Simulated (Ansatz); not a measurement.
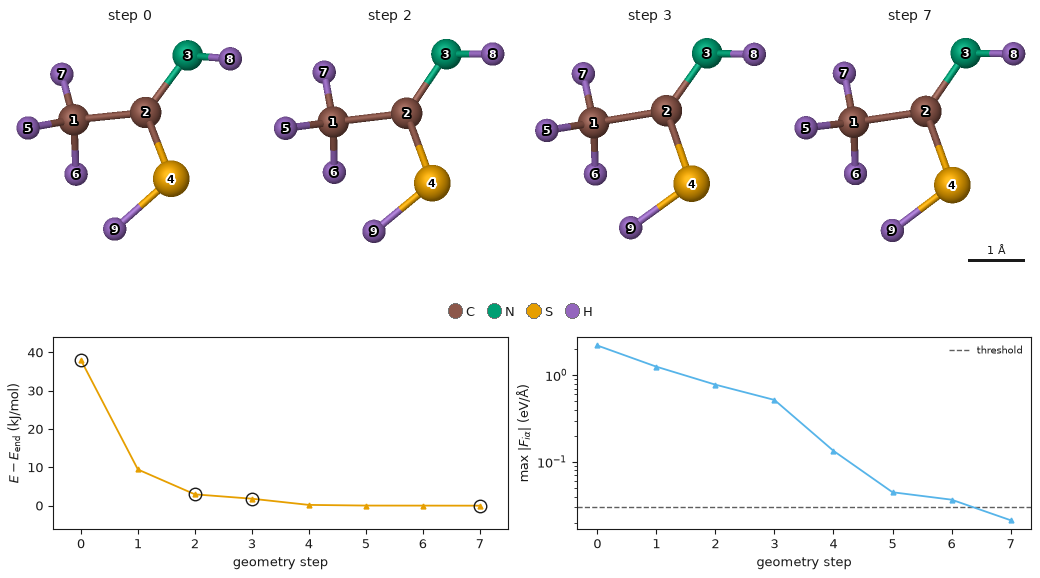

Frames of a relaxation of C₂H₅NS (coarse preliminary run), marked on the history of the run. The picture is a ball-and-stick view, seen at a tilt.

The start comes from a force field.

All numbers below come from RKS PBE-D4/def2-SVP in Ansatz 0.2.0. Set-up: force threshold 0.03 eV/Å; at most 200 steps.

Describe the path.

The largest move after the best rigid fit is that of S4, 0.13 Å. Largest moves by element: S 0.13 Å, H 0.12 Å, N 0.05 Å, C 0.05 Å. Near-neighbour distances that change, for instance: C2–S4 1.680 → 1.810 Å, C1–H6 1.170 → 1.109 Å, N3–H8 0.981 → 1.034 Å, C1–H5 1.067 → 1.109 Å. Bond angles that change, for instance: C2–C1–H7 114.1° → 108.6°, C2–S4–H9 101.4° → 98.0°, N3–C2–S4 119.2° → 122.6°. After 7 geometry steps the energy has fallen by 38.0 kJ/mol. Largest force component: 2.2 eV/Å at the start, 0.021 eV/Å at the end. From step 0 to 2: S4 moves most (0.10 Å), energy −35.1 kJ/mol. From step 2 to 3: H9 moves most (0.11 Å), energy −1.14 kJ/mol. From step 3 to 7: H9 moves most (0.07 Å), energy −1.82 kJ/mol.

```csv
step,"E − E(0), kJ/mol","largest force component, eV/Å"
0,0.00,2.1994
1,-28.57,1.2538
2,-35.05,0.7782
3,-36.19,0.5188
4,-37.81,0.1345
5,-37.98,0.0448
6,-37.99,0.0368
7,-38.01,0.0213
```
